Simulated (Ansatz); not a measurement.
**H₂Br (doublet): correlated methods under varied settings at distance H1–H2 along a hydrogen transfer = 0.880 Å**

What do other methods and options give for H₂Br (doublet) at this geometry, and how long do they take?

Program: Ansatz 0.2.0, Gaussian basis. Level of theory: the settings change from run to run. These are calculated values, not measurements.

4 further runs of the same task are left out: 1 for a mislabelled method, 2 that didn't finish, 1 set aside as unsound or not needed.

## 1. The system

The geometry derives from fragments relaxed apart (PBE0/def2-TZVP) and kept rigid, so it is no stationary point. A hydrogen atom is moved between rigid fragments. No spin-orbit coupling is included. The filled d shell of Br may be among the frozen orbitals whatever the setting's name suggests; the logs give the count.

3 atoms, charge 0, spin multiplicity 2.

Atoms are counted from 1 here; the program's logs count them from 0.

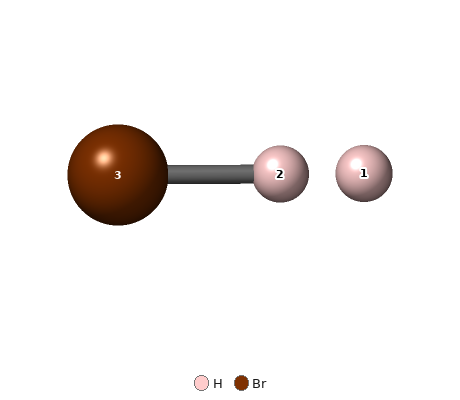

The geometry (hydrogen pink, bromine brown); atoms are numbered from 1 in the order of the file.

## 2. MRCISD+Q(relaxed)(7,4)/STO-3G

in.yaml reads:

```yaml
crystal:
  periodic: [false, false, false]
  atoms:
    - {symbol: H, position_ang: [0.000000, 0.000000, -1.157000]}
    - {symbol: H, position_ang: [0.000000, 0.000000, -0.277000]}
    - {symbol: Br, position_ang: [0.000000, 0.000000, 1.434000]}
basis:
  gaussian: {orbitals: STO-3G}
magnetization: {spin_polarized: false, initial_magnetization: 1}
correlation: {method: fic_mrcisd_q_relaxed, electrons: outside_noble_gas, active_space: {window: {electrons: 7, orbitals: 4}}}
scf: {lower_state_search: off}
```

Started as:

```bash
$ ansatz run in.yaml --threads 1 --pin off --events-out ev --progress --plain --max-ram 2393MiB
```

Standard output, cut to the lines that bear on the results:

```text
Functional definition: HF
  name "HF"
  cite "Fock, Z. Phys. 61, 126 (1930) doi:10.1007/BF01340294"
  parent pbe
[...]
197 factors; integrals over basis functions are off by at most 2.8e-5 eV
[...]
mean field -69272.17052765 eV, -2545.7053125275 hartree, gradient 1.6e-6 eV, S^2 0.750000; 0 other end points of the search recorded, 0 dependent functions left out
reference -69272.17052765 eV, -2545.7053125275 hartree; 19, 18 occupied and 1, 2 virtual orbitals, 197 factors
state -69272.17052765 eV, -2545.7053125275 hartree
contracted CI cycle   1: correlation 0.00000000 eV, 0.0000000000 hartree, residual 5.35e0 eV
contracted CI cycle   2: correlation -0.78156964 eV, -0.0287221546 hartree, residual 1.27e0 eV
contracted CI cycle   3: correlation -0.81976631 eV, -0.0301258561 hartree, residual 2.32e-1 eV
contracted CI cycle   4: correlation -0.82115487 eV, -0.0301768847 hartree, residual 6.50e-2 eV
contracted CI cycle   5: correlation -0.82128335 eV, -0.0301816065 hartree, residual 2.29e-2 eV
contracted CI cycle   6: correlation -0.82129516 eV, -0.0301820403 hartree, residual 3.86e-3 eV
contracted CI cycle   7: correlation -0.82129549 eV, -0.0301820526 hartree, residual 5.55e-4 eV
state -69272.17052765 eV, -2545.7053125275 hartree; corrected -69273.01422406 eV, -2545.7363177986 hartree
WARN: 3 active orbitals are nearly empty or full. The corrections depend on them more than the energy does, and are more stable in an active space without them
Total energy: -69273.01422406 eV, -2545.7363177986 hartree
Checks for a lower state left out: stability, starts, cluster_reference, orbital_swaps, neighbouring_geometries, increment
```

Run time: 0.48 s. Hardware: 1 thread of Arm Neoverse N1, shared host.

From the report: 2 determinants; active occupations 2.00, 2.00, 2.00, 1.00. The report marks this result as in doubt.

## 3. MP2 on UHF/def2-SVP

in.yaml reads:

```yaml
crystal:
  periodic: [false, false, false]
  atoms:
    - {symbol: H, position_ang: [0.000000, 0.000000, -1.157000]}
    - {symbol: H, position_ang: [0.000000, 0.000000, -0.277000]}
    - {symbol: Br, position_ang: [0.000000, 0.000000, 1.434000]}
basis:
  gaussian: {orbitals: def2-SVP, point_charges: [{charge: -1.00, position_ang: [4.389, 0.863, -0.741]}]}
magnetization: {spin_polarized: true, initial_magnetization: 1}
correlation: {method: mp2, electrons: all}
accuracy: high
output: {forces: true}
```

Same command.

Standard output, cut to the lines that bear on the results:

```text
Functional definition: HF
  name "HF"
  cite "Fock, Z. Phys. 61, 126 (1930) doi:10.1007/BF01340294"
  parent pbe
[...]
662 factors; integrals over basis functions are off by at most 4.7e-9 eV
[...]
mean field -70019.77818227 eV, -2573.1793870883 hartree, gradient 7.5e-8 eV, S^2 0.787664; 8 other end points of the search recorded, 0 dependent functions left out
reference -70019.77818227 eV, -2573.1793870883 hartree; 19, 18 occupied and 23, 24 virtual orbitals, 662 factors
second order -7.57401281 eV of doubles, -0.00000000 eV of singles
[...]
Total energy: -70027.35219508 eV, -2573.4577269252 hartree
Atom 0 at     0.000000     0.000000    -1.157000 Å, force     0.063983     0.012581     1.157207 eV/Å
Atom 1 at     0.000000     0.000000    -0.277000 Å, force     0.037966     0.007465    -1.636645 eV/Å
Atom 2 at     0.000000     0.000000     1.434000 Å, force    -0.071157    -0.013992     0.516751 eV/Å
Dipole moment:     0.061248     0.012043    -0.267870 e Å
```

It took 3.1 s on 1 thread of Arm Neoverse N1, shared host.

From the report: ⟨S²⟩ of the determinant 0.788 (pure doublet: 0.75).

## 4. CASSCF(7,4)/STO-3G

in.yaml reads:

```yaml
crystal:
  periodic: [false, false, false]
  atoms:
    - {symbol: H, position_ang: [0.000000, 0.000000, -1.157000]}
    - {symbol: H, position_ang: [0.000000, 0.000000, -0.277000]}
    - {symbol: Br, position_ang: [0.000000, 0.000000, 1.434000]}
basis:
  gaussian: {orbitals: STO-3G}
magnetization: {spin_polarized: false, initial_magnetization: 1}
correlation: {active_space: {window: {electrons: 7, orbitals: 4}}}
```

Launched as before.

Standard output:

```text
Functional definition: HF
  name "HF"
  cite "Fock, Z. Phys. 61, 126 (1930) doi:10.1007/BF01340294"
  parent pbe
  exchange = exact_x
  correlation = 0
197 factors; integrals over basis functions are off by at most 2.8e-5 eV
mean field evaluation 1: about -69271.4080 eV, gradient 6.9e0 eV
mean field evaluation 2: about -69271.4144 eV, gradient 6.9e0 eV
mean field evaluation 4: about -69272.1296 eV, gradient 1.1e0 eV
mean field evaluation 8: about -69272.1705 eV, gradient 1.9e-5 eV
mean field evaluation 16: about -69271.4927 eV, gradient 5.3e-5 eV
mean field evaluation 32: about -69271.4927 eV, gradient 8.7e-5 eV
mean field -69272.17052765 eV, -2545.7053125275 hartree, gradient 1.6e-6 eV, S^2 0.750000; 7 other end points of the search recorded, 0 dependent functions left out
reference -69272.17052765 eV, -2545.7053125275 hartree; 19, 18 occupied and 1, 2 virtual orbitals, 197 factors
state -69272.17052765 eV, -2545.7053125274 hartree
Total energy: -69272.17052765 eV, -2545.7053125274 hartree
```

Run time: 0.3 s. Hardware: 1 thread of Arm Neoverse N1, shared host.

From the report: 4 determinants; active occupations 2.00, 2.00, 2.00, 1.00. With so small a space the active step adds no correlation: the energy is the mean field's.

## 5. CCSD on ROHF/cc-pVTZ

in.yaml: that of step 4 with these lines changed.

```diff
@@ -7,4 +7,5 @@
 basis:
-  gaussian: {orbitals: STO-3G}
+  gaussian: {orbitals: cc-pVTZ}
 magnetization: {spin_polarized: false, initial_magnetization: 1}
-correlation: {active_space: {window: {electrons: 7, orbitals: 4}}}
+correlation: {method: ccsd, electrons: outside_noble_gas}
+accuracy: high
```

Same command.

Standard output, cut to the lines that bear on the results:

```text
Functional definition: HF
  name "HF"
  cite "Fock, Z. Phys. 61, 126 (1930) doi:10.1007/BF01340294"
  parent pbe
[...]
909 factors; integrals over basis functions are off by at most 4.6e-9 eV
[...]
mean field -70029.42156068 eV, -2573.5337747083 hartree, gradient 3.2e-8 eV, S^2 0.750000; 7 other end points of the search recorded, 0 dependent functions left out
[...]
determinant -70029.42156068 eV, -2573.5337747083 hartree, with singles and doubles -70035.32920620 eV, -2573.7508766766 hartree
determinant -70028.50285322 eV, -2573.5000128318 hartree, with singles and doubles -70034.20872960 eV, -2573.7096999212 hartree
14 core orbitals not correlated: weight in the atoms' cores, before any rotation towards them, 1.000 or more for the frozen orbitals, at most 0.000 for the correlated occupied ones
reference -70029.42156068 eV, -2573.5337747083 hartree; 5, 4 occupied and 52, 53 virtual orbitals, 909 factors
second order -5.04293252 eV of doubles, -0.12697181 eV of singles
cycle   1  -5.84326059 eV  change   -1.9e-1 eV  update   1.2e-2
[...]
cycle  19  -5.85100412 eV  change  -3.4e-10 eV  update  3.2e-10
Total energy: -70035.27256480 eV, -2573.7487951437 hartree
```

It took 13 s on 1 thread of Arm Neoverse N1, shared host; peak memory 0.27 GiB.

From the report: correlation -5.8510 eV; T1 0.024; largest double amplitude 0.06.

## 6. All runs side by side

Where basis and cores are those of an earlier UCCSDT(Q)/cc-pVTZ run (-70035.4777 eV), and the state is the same kind, the miss against it is given. † marks a result that the program doubts.

```csv
level,correlated,functions,energy (eV),from UCCSDT(Q) (meV),time
"MRCISD+Q(relaxed)(7,4)/STO-3G †",outside noble gas,20,-69273.0142,,0.48 s
MP2 on UHF/def2-SVP (beside a point charge),all,42,-70027.3522,,3.1 s
"CASSCF(7,4)/STO-3G",,20,-69272.1705,,0.3 s
CCSD on ROHF/cc-pVTZ,outside noble gas,71,-70035.2726,205.1,13 s
```

## 7. Summary of results

```
quantity                       value
    runs                           4
quickest   CASSCF(7,4)/STO-3G, 0.3 s
 slowest  CCSD on ROHF/cc-pVTZ, 13 s
```

What this shows: Total energies in different bases, with other cores or another treatment of relativity can't be set against each other. CCSD on ROHF/cc-pVTZ took 42 times as long as CASSCF(7,4)/STO-3G; the jobs differ in more than the method.
